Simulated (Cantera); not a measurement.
A closed system holds: 1 mol SiCl₄, 2.9 mol Cl₂, 10 mol H₂, equilibrated at 0.133 bar.

These are equilibrium values from Cantera (NASA tables, ideal gas, pure condensed phases), not measurements of a reactor. Candidate condensed phases: Si; 19 gas species. The tables' values for SiCl₃ are old estimates; treat these amounts as uncertain. Equilibrium is a limit: real reactors are often held back by kinetics, nucleation or transport.

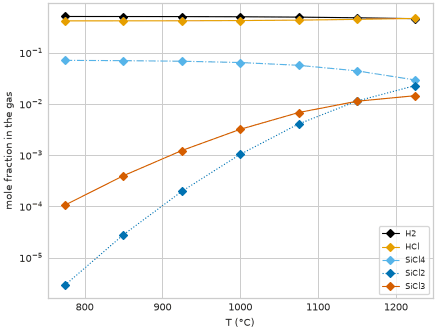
*Equilibrium gas composition (values under 1e-9 drawn at 1e-9)*

From 775 °C to 1225 °C nothing is condensed. The main Si-bearing gas is SiCl₄ throughout.
